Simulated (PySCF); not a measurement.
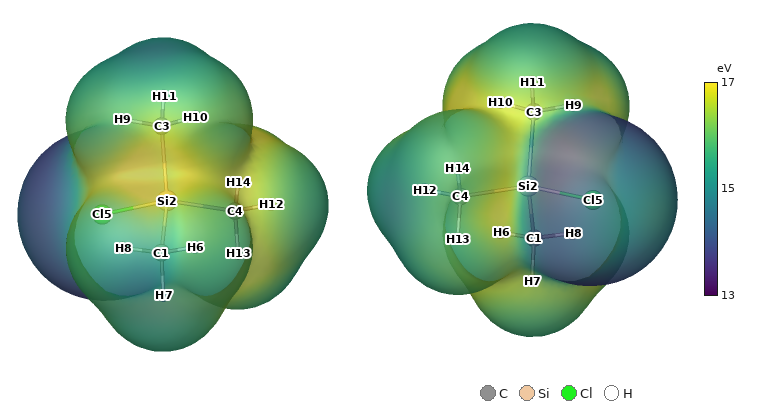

Figure 1: C₃H₉ClSi, SMILES `C[Si](C)(C)Cl`. Average local ionisation energy on the surface of electron density 0.001 a.u. (back view left, front view right).

PySCF calculation, HF/def2-SVP, gas phase; geometry: GFN2-xTB. No frequency check shows the geometry to be a minimum. GFN2-xTB bond lengths at metals and heavier atoms can be off by up to 0.1 Å and shapes distorted, which carries into these values.

Question: Locate the minima of the map.

Answer: The lowest value is 13.8 eV, 2.1 Å from Cl5, and at like points elsewhere. Further minima include 14.7 eV, near H12 (1.81 Å), H14 (1.88 Å), H13 (1.90 Å) and C4 (1.96 Å), and at like points elsewhere. For comparison, the highest occupied orbital lies at −11.4 eV.
